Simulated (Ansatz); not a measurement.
## Electronic structure of CH4AlBClNO in real space

Input file:

```
crystal:
  periodic: [false, false, false]
  atoms:
    - { symbol: B, position_ang: [-1.4031, -0.6287, -0.0307] }
    - { symbol: C, position_ang: [0.116, -0.3462, -0.007] }
    - { symbol: O, position_ang: [0.8714, -1.3636, -0.5699] }
    - { symbol: "N", position_ang: [0.6532, 0.0475, 1.3361] }
    - { symbol: Al, position_ang: [0.8384, 1.4195, -0.0086] }
    - { symbol: Cl, position_ang: [0.638, 3.5536, -0.6153] }
    - { symbol: H, position_ang: [-2.07, -0.4698, 0.9453] }
    - { symbol: H, position_ang: [-1.9596, -0.6941, -1.0883] }
    - { symbol: H, position_ang: [0.8608, -1.2235, -1.497] }
    - { symbol: H, position_ang: [1.5381, -0.346, 1.5385] }
basis:
  gaussian: { orbitals: def2-SVP }
hamiltonian:
  xc: { name: BHLYP }
  dispersion: d4
relax:
  f_tol: 0.015
  max_steps: 40
output:
  orbitals: {}
```

Command:

```sh
ansatz run input.yaml --threads 2 --pin off --max-ram 3072MiB --backend cpu --events-out ev --progress --plain --runs-dir out
```

The fields are those of the relaxed geometry.

Computed with RKS BHLYP-D4/def2-SVP in Ansatz 0.2.0.

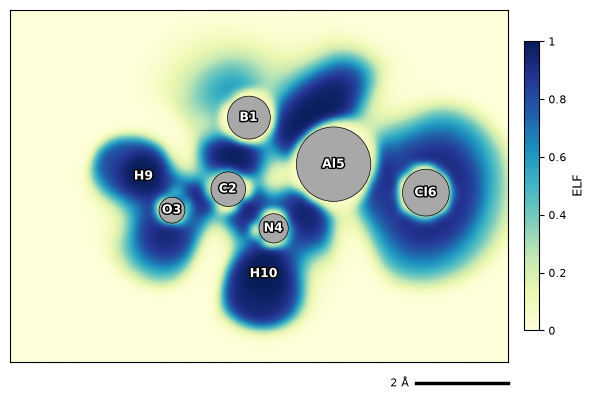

Figure 1. ELF on the plane of atoms C2, O3 and H9. Grey discs cover the atomic cores.

### Interpret the plot.

The plane passes through B, C, O, N, Al, Cl and H nuclei.
C–N (1.31 Å): the ELF peaks at about 0.90 between the atoms; localised, covalent bonding.
C–O (1.31 Å): the ELF peaks at about 0.90 between the atoms; a shared but strongly polarised pair.
C–B (1.62 Å): the ELF peaks at about 1 between the atoms (localised, covalent bonding).
Al–N (1.91 Å): the ELF peaks at about 0.90 in the valence shell of N, 0.7 Å from its nucleus, and is about 0.60 at the midpoint.
Al–Cl (2.10 Å): the ELF peaks at about 0.90 in the valence shell of Cl, 0.8 Å from its nucleus, and is about 0.80 at the midpoint.
The ELF also peaks beside O3 and Cl6, away from the bonds: lone-pair regions.

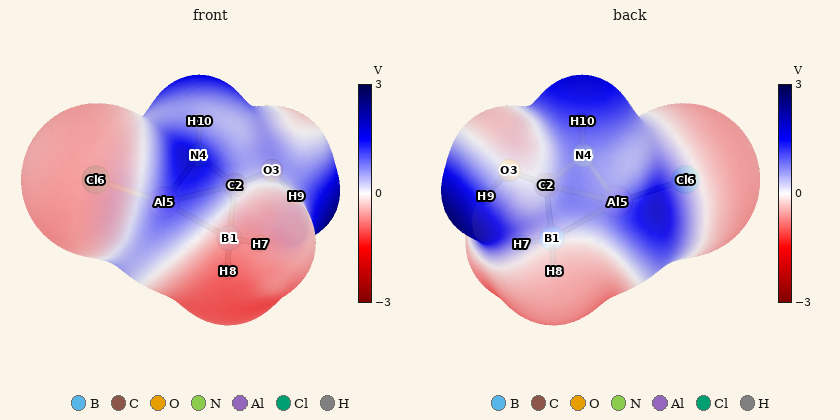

Figure 2. The molecular electrostatic potential painted on the density surface at 0.001 e/bohr³, seen from the front and from behind; the colour scale runs from red (negative) to blue (positive).

### Which sites attract a positive test charge, and which a negative one?

A positive charge is drawn to the negative regions and a negative charge to the positive ones. The most negative region (about −1.1 V) lies over H8, the most positive (about +2.6 V) over H9.

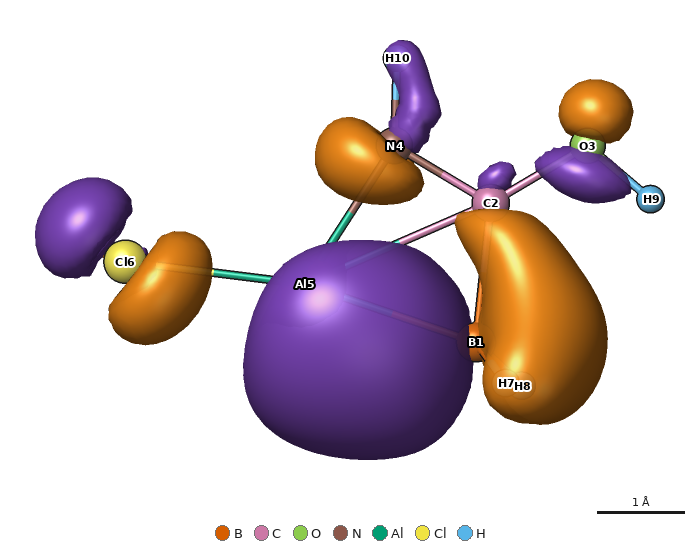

Figure 3. The HOMO at ±0.1 Å⁻³ᐟ² (orange and purple are the two phases), seen across its widest extent.

### What is the character of this orbital?

By Hirshfeld shares it lies mainly on Al5 (about 40 %), B1 (about 35 %) and Cl6 (about 5 %). Its energy is −7.50 eV.

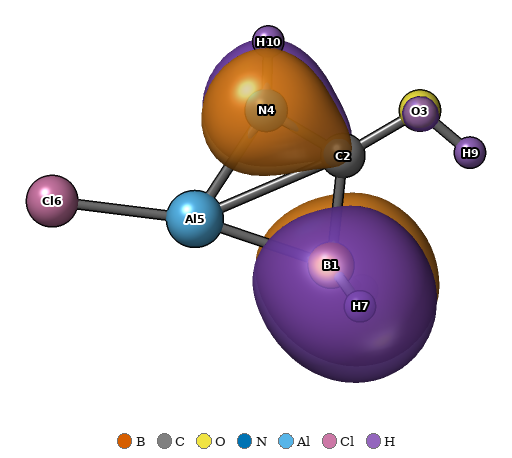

Figure 4. The HOMO−1 at ±0.08 Å⁻³ᐟ² (orange and purple are the two phases), seen across its widest extent.

### Describe this orbital and give its energy.

Its weight (Hirshfeld) is mainly on B1 (about 30 %), H8 (about 20 %), H7 (about 20 %) and N4 (about 15 %). Its energy is −9.70 eV.
